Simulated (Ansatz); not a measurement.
# TiSeS monolayer, Janus: modes against uniaxial strain along a, the zigzag direction, with the width clamped

Wanted: the shifts of the zone-centre modes of TiSeS monolayer, Janus with strain.

Main program and level: Ansatz 0.2.0; DFT PBEsol, scalar-relativistic, plane waves, PAW; PAW set soft_1.

### 1. Set-up

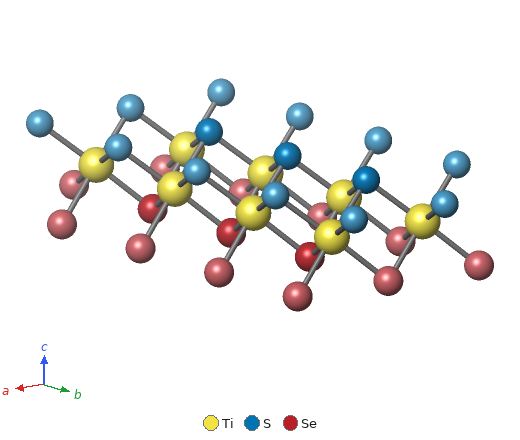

Start, viewed from a free direction; titanium yellow, sulfur blue, selenium red. 1×3×1 cells are drawn. Some periodic images of atoms are drawn too.

The cell holds 3 atoms: 1 Ti, 1 S and 1 Se. Cell: a = 3.500 Å, b = 3.500 Å, c = 30.000 Å, α = 90.0°, β = 90.0°, γ = 120.0°. Vacuum lies along c. The height across the vacuum is the one that the program set for its solve, not the one typed.

Coordinates:

```cif
data_structure
_symmetry_space_group_name_H-M 'P 1'
_symmetry_Int_Tables_number 1
_cell_length_a 3.5000
_cell_length_b 3.5000
_cell_length_c 30.0000
_cell_angle_alpha 90.000
_cell_angle_beta 90.000
_cell_angle_gamma 120.000
_cell_volume 318.26
loop_
_atom_site_label
_atom_site_type_symbol
_atom_site_fract_x
_atom_site_fract_y
_atom_site_fract_z
_atom_site_occupancy
Ti1 Ti 0.00000 0.00000 0.33333 1
S2 S 0.33333 0.66667 0.38333 1
Se3 Se 0.66667 0.33333 0.28000 1
```

### 2. A rough relaxation first

The start is far from rest, so a relaxation with loose tolerances brings it close first. The program lengthens the typed cell of 20.0 Å along the normal to 30.0 Å, as its cut-off of the electrostatics needs, and moves no atom.

input.yaml

```yaml
crystal:
  lattice:
    - [3.5, 0.0, 0.0]
    - [-1.75, 3.03109, 0.0]
    - [0.0, 0.0, 20.0]
  atoms:
    - { symbol: Ti, position: [0.0, 0.0, 0.5] }
    - { symbol: S, position: [0.333333, 0.666667, 0.575] }
    - { symbol: Se, position: [0.666667, 0.333333, 0.42] }
  periodic: [true, true, false]
kpoints:
  mp_grid: { grid: [6, 6, 1] }
hamiltonian:
  xc: pbesol
  pseudopotentials: { kind: paw, azcp: { folder: soft_1 }, xc_functional: pbe }
scf:
  occupations: { method: gaussian, width: 0.1 }
output:
  forces: true
  stress: true
  eigenvalues: true
relax:
  adjacent_minimum: "off"
  f_tol: 0.05
  max_steps: 80
  cell: { stress_2d_tol: 0.02 }
```

Run with:

```console
$ ansatz run input.yaml --threads 8 --pin off --max-ram 16384MiB --backend cpu --events-out ev --progress --plain --runs-dir out
```

Numbers of over 12 decimals in the logs are rounded to 6 here.

What it wrote:

```text
[...]
F+E_penalty+E_count = -8786.69934223 eV   max|allowed force component| = 3.776e-4 eV/Å   (the final SCF, on the basis selected at the relaxed cell)
  cell:  # Å, volume = 301.1739 Å³
    - [3.404731, 0.0, 0]
    - [-1.702365, 2.948583, 0]
    - [0, 0, 30.0]
  atoms:
    - { symbol: Ti, position: [2.1782715435791476e-18, 0, 0.335316] }
    - { symbol: S, position: [0.333333, 0.666667, 0.380284] }
    - { symbol: Se, position: [0.666667, 0.333333, 0.281067] }
[key lines of the parts left out:]
SCF converged after 8 iterations
Free energy (F): -8786.699342 eV
Fermi energy:    -5.466095 eV
P = ½ c Tr σ = 0.0038 N/m
```

Elapsed: 5.2 s, on 8 threads of INTEL XEON PLATINUM 8581C at 2.10GHz (Emerald Rapids), shared host; peak memory 0.74 GiB; 32 s of CPU time.

The steps of the relaxation:

```tsv
step	energy less that of the first step (eV)	largest force component (eV/Å)	volume (Å³)
1	0.0000	1.5812	318.26
2	-0.1653	0.7449	309.35
3	-0.2074	0.0341	301.79
4	-0.2075	0.0077	301.07
5	-0.2075	0.0004	301.17
6*	-0.2069	0.0004	301.17
```

Relaxation steps marked * repeat the geometry before them on a plane-wave basis chosen anew for their cell, so energy and pressure can jump there.

Forces are held to the 6 operations that the run works with; a distortion that breaks them can't arise in this run.

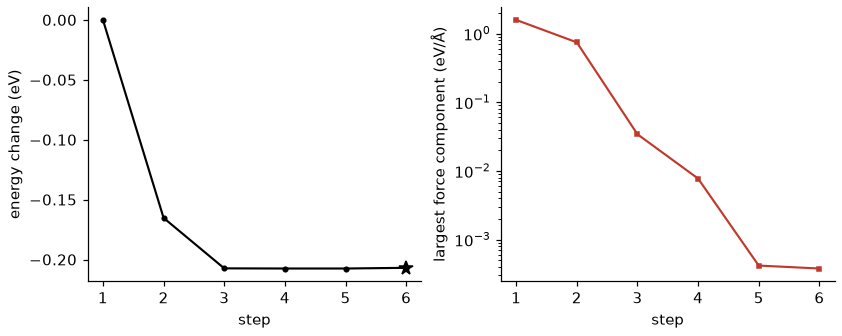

Energy and largest force along the relaxation. Stars mark steps on a basis chosen anew.

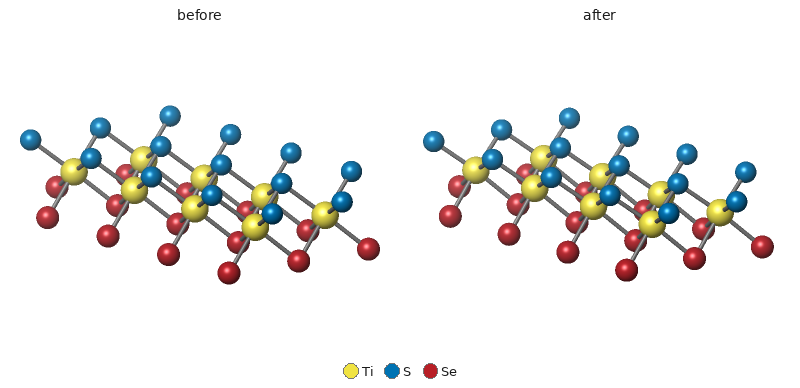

Before and after, at one scale.

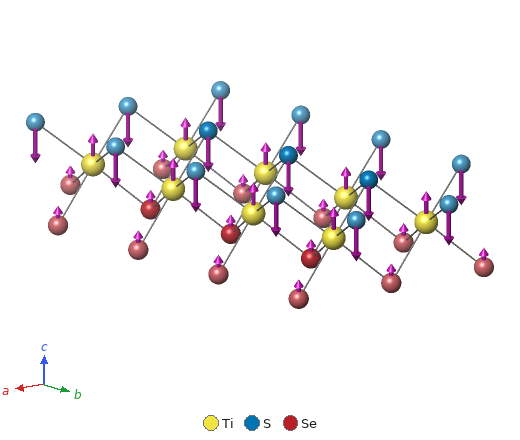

Displacements in the relaxation, exaggerated, measured against the changing cell; the longest in the cell stands for 0.09 Å. 1×3×1 cells are drawn. Some periodic images of atoms are drawn too.

```tsv
cell as run	before	after	change
a (Å)	3.500	3.405	-2.7 %
b (Å)	3.500	3.405	-2.7 %
```

The atoms that moved most (Å, along periodic axes as changes of fractional coordinates times the final cell, across vacuum about the mean position):

```tsv
atom	dx	dy	dz	length
S2	0.000	0.000	-0.091	0.091
Ti1	0.000	0.000	0.059	0.059
Se3	0.000	0.000	0.032	0.032
```

Final coordinates:

```
Ti S Se
1.0
     3.40473    0.00000    0.00000
    -1.70237    2.94858    0.00000
     0.00000    0.00000   30.00000
Ti S Se
1 1 1
Cartesian
  0.0000 0.0000 10.0595
  0.0000 1.9657 11.4085
  1.7024 0.9829 8.4320
```

This step gave:

```
gap on the k-mesh : 0 eV
area per atom     : 3.346 Å²
```

The relaxation ends with a largest force component of 3.8e-4 eV/Å.

### 3. Relaxation

Harmonic phonons are second derivatives at a point where the forces vanish, and they are wanted at zero stress, so atoms and cell are relaxed first.

input.yaml

```yaml
crystal:
  lattice:
    - [3.404730566, 0.0, 0.0]
    - [-1.702365283, 2.9485831632, 0.0]
    - [0.0, 0.0, 30.0]
  atoms:
    - { symbol: Ti, position: [0.0, 0.0, 0.3353156786] }
    - { symbol: S, position: [0.3333333333, 0.6666666667, 0.380284383] }
    - { symbol: Se, position: [0.6666666667, 0.3333333333, 0.2810666051] }
  periodic: [true, true, false]
kpoints:
  mp_grid: { grid: [15, 15, 1] }
hamiltonian:
  xc: pbesol
  pseudopotentials: { kind: paw, azcp: { folder: soft_1 }, xc_functional: pbe }
scf:
  occupations: { method: gaussian, width: 0.1 }
output:
  forces: true
  stress: true
  eigenvalues: true
  write_density: true
  write_potential: true
  elf: true
  volumetric_format: npy
relax:
  adjacent_minimum: "off"
  f_tol: 0.005
  max_steps: 80
  cell: { stress_2d_tol: 0.02 }
```

What it wrote:

```text
[...]
Crystal: 3 atoms, lattice volume = 301.174 Å³
Basis set: ecut = 420 eV, 5909 PW (Γ), exchange–correlation on 48×48×432 points (8 copies of the dense FFT grid, shifted against one another)
Bands: 21, of which v1, the nominal top of the filled ones, is band 17 counted from 1 (16 counted from 0)
Symmetry: 6 space group operations
[...]
k-points: 27 of 225 (time reversal used)
[...]
SCF iter   1: F=—  HF=-8787.423667 eV  |F-HF|=—  |Δ(HF+E_count)|=         —  Δρ=2.57e-2  dr2=2.56e0  ethr=3.10e-3  ⟨swp⟩=15.8  Hψ=4833  notcnv=0
[...]
SCF iter   9: F=-8786.706329 eV  HF=-8786.706329 eV  |F-HF|=1.84e-7  |Δ(HF+E_count)|=   1.28e-6  Δρ=3.13e-6  dr2=3.17e-8  ethr=2.94e-10  ⟨swp⟩=16.9  Hψ=6487  notcnv=0
SCF 1 converged in 9 iterations: F = -8786.706329 eV  dr2 = 3.17e-8
[...]
relax step   1: F+E_penalty+E_count = -8786.70632950 eV  Δ(F+E_penalty+E_count) = +0.000e0 eV  max|allowed force component| = 1.697e-2 eV/Å  Δτ_max = 0.0000 Å  P = +0.054 N/m  Ω = 301.174 Å³  fix = [c, alpha, beta]  reactions: c +0.000 N/m  (9 SCF iters, dr2 threshold 1.00e-7 eV, accepted)
Crystal: 3 atoms, lattice volume = 301.796 Å³
[...]
SCF iter   6: F=-8786.706390 eV  HF=-8786.706390 eV  |F-HF|=6.11e-9  |Δ(HF+E_count)|=   1.22e-8  Δρ=5.00e-7  dr2=1.13e-9  ethr=5.30e-11  ⟨swp⟩=17.7  Hψ=5325  notcnv=0
SCF 2 converged in 6 iterations: F = -8786.706390 eV  dr2 = 1.13e-9
relax step   2: F+E_penalty+E_count = -8786.70638990 eV  Δ(F+E_penalty+E_count) = -6.040e-5 eV  max|allowed force component| = 1.506e-2 eV/Å  Δτ_max = 0.0042 Å  P = +0.040 N/m  Ω = 301.796 Å³  energy of the carried Pulay correction = -2.122e-5 eV  fix = [c, alpha, beta]  reactions: c +0.000 N/m  (6 SCF iters, dr2 threshold 1.80e-8 eV, accepted)
Crystal: 3 atoms, lattice volume = 301.819 Å³
[...]
SCF iter   4: F=-8786.706402 eV  HF=-8786.706402 eV  |F-HF|=6.13e-10  |Δ(HF+E_count)|=   1.02e-7  Δρ=1.45e-6  dr2=1.21e-8  ethr=4.17e-11  ⟨swp⟩=15.9  Hψ=6154  notcnv=0
SCF 3 converged in 4 iterations: F = -8786.706402 eV  dr2 = 1.21e-8
relax step   3: F+E_penalty+E_count = -8786.70640192 eV  Δ(F+E_penalty+E_count) = -1.202e-5 eV  max|allowed force component| = 3.630e-3 eV/Å  Δτ_max = 0.0008 Å  P = +0.016 N/m  Ω = 301.819 Å³  energy of the carried Pulay correction = -2.201e-5 eV  fix = [c, alpha, beta]  reactions: c +0.000 N/m  (4 SCF iters, dr2 threshold 1.42e-8 eV, accepted)
[...]
SCF iter   8: F=-8786.706424 eV  HF=-8786.706424 eV  |F-HF|=2.91e-11  |Δ(HF+E_count)|=   2.39e-9  Δρ=4.72e-9  dr2=1.11e-13  ethr=1.00e-12  ⟨swp⟩=12.5  Hψ=3462  notcnv=0
SCF 4 converged in 8 iterations: F = -8786.706424 eV  dr2 = 1.11e-13
relax step   4: F+E_penalty+E_count = -8786.70642369 eV  Δ(F+E_penalty+E_count) = -2.177e-5 eV  max|allowed force component| = 3.606e-3 eV/Å  Δτ_max = 0.0000 Å  P = +0.016 N/m  Ω = 301.819 Å³  fix = [c, alpha, beta]  reactions: c +0.000 N/m  stress off target by 1.57e-2 N/m on what of the cell is left free  SCF on the basis re-selected at this cell (its energy is not comparable with the rows above)  (8 SCF iters)
basis re-selected at this cell: Δ(F+E_penalty+E_count) = -2.177e-5 eV, ΔP = -0.000 N/m vs the last step (what re-selecting the basis moved, of the pressure what is left beyond the Pulay correction that the steps carried, after the strain that the cell walked since its last selection, with what the two solves' SCF thresholds leave and, on support functions, any second-order correction that the steps lacked; it is no m [...]
SCF converged after 8 iterations
Free energy (F): -8786.706424 eV
[...]
Internal energy: -8786.701881 eV  (E = F + TS)
E sigma→0 (E₀):  -8786.704152 eV
Entropy (-TS):   -0.004543 eV (-1.514 meV/atom)
Fermi energy:    -5.444282 eV
[...]
--- Forces (eV/Å), atoms counted from 1 ---
  atom   1  Ti     0.00000000    -0.00000000     0.00244602
  atom   2  S      0.00000000    -0.00000000     0.00116026
  atom   3  Se     0.00000000     0.00000000    -0.00360612
  max |Σ_I F_I| component: 1.62e-7 eV/Å
--- 2D stress c σ (N/m, compression-positive) ---
        0.015651       0.000000      -0.000000
        0.000000       0.015651       0.000000
       -0.000000       0.000000       0.000000
  P = ½ c Tr σ = 0.0157 N/m
--- Band table (eV; the first three rows and the last of 27) ---
  k-point 0: bands = [... 13 lower, -8.1092, -7.1104, -4.9798, -4.9798, -4.9319, -4.9319, -4.4500, -1.6999]
  k-point 1: bands = [... 13 lower, -8.0951, -6.9453, -5.6200, -5.4037, -4.7823, -4.5247, -4.2503, -1.9614]
  k-point 2: bands = [... 13 lower, -8.0614, -6.7736, -6.4756, -5.8146, -4.8431, -4.1714, -4.0158, -2.4053]
  k-point 26: bands = [... 13 lower, -9.6103, -8.3126, -7.9629, -7.8273, -4.2298, -3.9409, -3.8438, -2.3700]
--- Relaxed structure (3 steps of the walk, 3 accepted, 1 SCFs on fresh bases) ---
[...]
cell:  # Å, volume = 301.8194 Å³
    - [3.408377, 0.0, 0]
    - [-1.704189, 2.951741, 0]
    - [0, 0, 30.0]
  atoms:
    - { symbol: Ti, position: [0, 0, 0.335314] }
    - { symbol: S, position: [0.333333, 0.666667, 0.380173] }
    - { symbol: Se, position: [0.666667, 0.333333, 0.281179] }
```

It took 8.9 s on 8 threads; peak memory 0.89 GiB; 62 s of CPU time.

The steps of the relaxation:

```tsv
step	energy less that of the first step (eV)	largest force component (eV/Å)	volume (Å³)
1	0.0000	0.0170	301.17
2	-0.0001	0.0151	301.80
3	-0.0001	0.0036	301.82
4*	-0.0001	0.0036	301.82
```

Relaxation steps marked * repeat the geometry before them on a plane-wave basis chosen anew for their cell, so energy and pressure can jump there.

The run keeps the 6 symmetry operations that it works with, so distortions that break them were not tested.

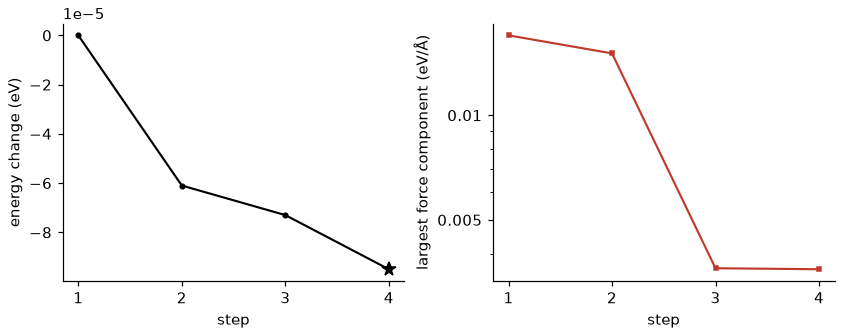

Energy and largest force along the relaxation. Stars mark steps on a basis chosen anew.

```tsv
cell as run	before	after	change
a (Å)	3.405	3.408	+0.1 %
b (Å)	3.405	3.408	+0.1 %
```

The relaxed structure:

```cif
data_structure
_symmetry_space_group_name_H-M 'P 1'
_symmetry_Int_Tables_number 1
_cell_length_a 3.4084
_cell_length_b 3.4084
_cell_length_c 30.0000
_cell_angle_alpha 90.000
_cell_angle_beta 90.000
_cell_angle_gamma 120.000
_cell_volume 301.82
loop_
_atom_site_label
_atom_site_type_symbol
_atom_site_fract_x
_atom_site_fract_y
_atom_site_fract_z
_atom_site_occupancy
Ti1 Ti 0.00000 0.00000 0.33531 1
S2 S 0.33333 0.66667 0.38017 1
Se3 Se 0.66667 0.33333 0.28118 1
```

Numbers from this step:

- area per atom: 3.354 Å²

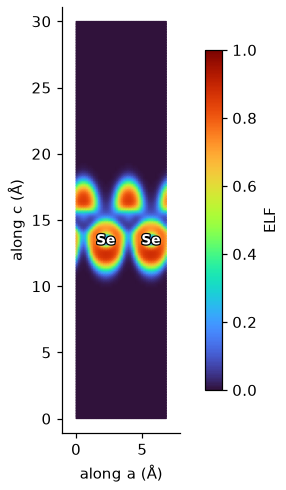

ELF in the ac plane at fractional y = 0.333, with atoms of Se within 0.2 Å of it. It is the smooth field of the valence electrons, not physical close to the nuclei.

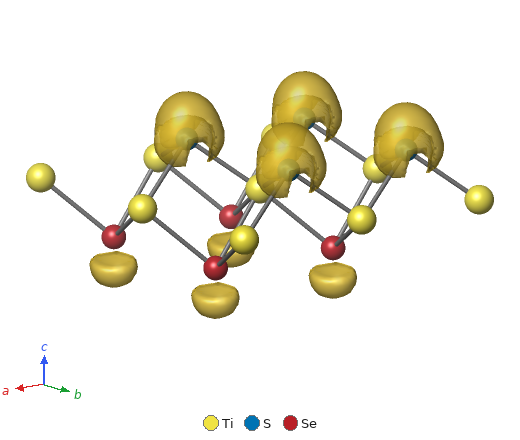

Surface of ELF = 0.84. 2×2×1 cells are drawn.

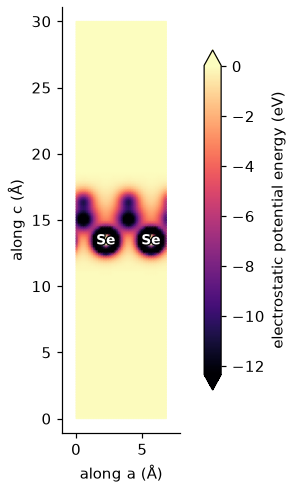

Electrostatic potential energy in the ac plane at fractional y = 0.333, with atoms of Se within 0.2 Å of it. With pseudopotentials it is smooth inside the atoms' cores, unlike the true potential.

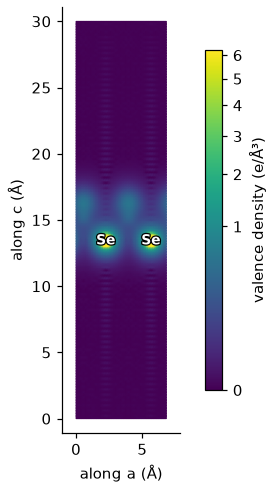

Valence density in the ac plane at fractional y = 0.333, with atoms of Se within 0.2 Å of it. It is the smooth field of the valence electrons, not physical close to the nuclei. The colour scale is stretched toward low values.

The cell grew by 0.1 % in its periodic edges.

### 4. Tight relaxation

Phonons need small forces and stress, so the relaxation is finished with tight tolerances on 15×15×1 k points.

input.yaml, the sections that differ from step 3:

```yaml
crystal:
  lattice:
    - [3.4083771371, 0.0, 0.0]
    - [-1.7041885686, 2.9517411864, 0.0]
    - [0.0, 0.0, 30.0]
  atoms:
    - { symbol: Ti, position: [0.0, 0.0, 0.335314477] }
    - { symbol: S, position: [0.3333333333, 0.6666666667, 0.38017272] }
    - { symbol: Se, position: [0.6666666667, 0.3333333333, 0.2811794697] }
  periodic: [true, true, false]
scf:
  occupations: { method: methfessel_paxton, width: 0.2 }
relax:
  adjacent_minimum: "off"
  f_tol: 0.001
  max_steps: 60
  cell: { stress_2d_tol: 0.002 }
# kpoints, hamiltonian, output: as in step 3
```

What it wrote:

```text
[...]
Crystal: 3 atoms, lattice volume = 301.819 Å³
Basis set: ecut = 420 eV, 5909 PW (Γ), exchange–correlation on 48×48×432 points (8 copies of the dense FFT grid, shifted against one another)
Bands: 21, of which v1, the nominal top of the filled ones, is band 17 counted from 1 (16 counted from 0)
Symmetry: 6 space group operations
[...]
k-points: 27 of 225 (time reversal used)
[...]
--- Relaxed structure (4 steps of the walk, 4 accepted, 1 SCFs on fresh bases) ---
[...]
cell:  # Å, volume = 302.0972 Å³
    - [3.409945, 2.8880859708363313e-11, 0]
    - [-1.704973, 2.953099, 0]
    - [0, 0, 30.0]
  atoms:
    - { symbol: Ti, position: [0, 0, 0.335313] }
    - { symbol: S, position: [0.333333, 0.666667, 0.380139] }
    - { symbol: Se, position: [0.666667, 0.333333, 0.281214] }
[key lines of the parts left out:]
SCF converged after 8 iterations
Free energy (F): -8786.704280 eV
Fermi energy:    -5.438118 eV
P = ½ c Tr σ = -0.0001 N/m
```

Elapsed: 11 s, on 8 threads; peak memory 0.9 GiB; 75 s of CPU time.

Little changed from the start: no atom moved by 0.005 Å and no cell edge by 0.1 %.

Numbers from this step:

| Item | Value |
| --- | --- |
| area per atom | 3.357 Å² |

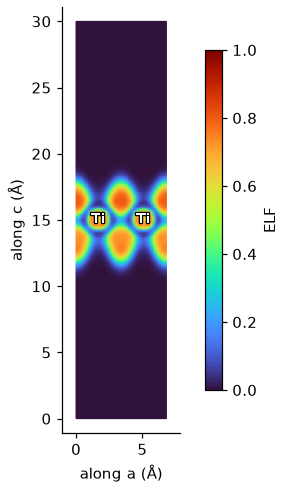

ELF in the ac plane at fractional y = 0.000, with atoms of Ti within 0.2 Å of it. It is the smooth field of the valence electrons, not physical close to the nuclei. The map starts off the cell's origin, so that atoms lie inside it.

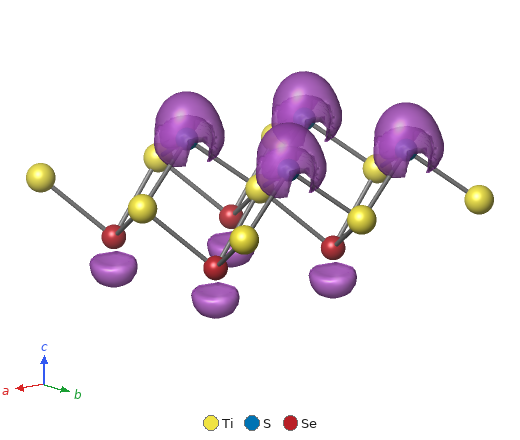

Surface of ELF = 0.84. 2×2×1 cells are drawn.

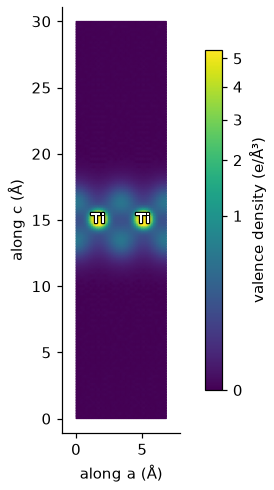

Valence density in the ac plane at fractional y = 0.000, with atoms of Ti within 0.2 Å of it. It is the smooth field of the valence electrons, not physical close to the nuclei. The map starts off the cell's origin, so that atoms lie inside it. The colour scale is stretched toward low values.

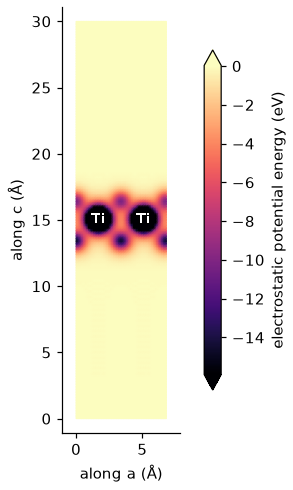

Electrostatic potential energy in the ac plane at fractional y = 0.000, with atoms of Ti within 0.2 Å of it. With pseudopotentials it is smooth inside the atoms' cores, unlike the true potential. The map starts off the cell's origin, so that atoms lie inside it.

The largest force component left is 0.21 meV/Å, within the tolerances set.

(Part 1 of 2 ends here.)

[Logs are printed without paths, hosts, clocks, repeated set-up lines and the standing remarks that a program may print on its own settings, such as how far it seeks lower states.]

[Hosts, paths, dates, database ids (printed as entryN), source tags and the programs' standing remarks are cut or masked in the printed files.]
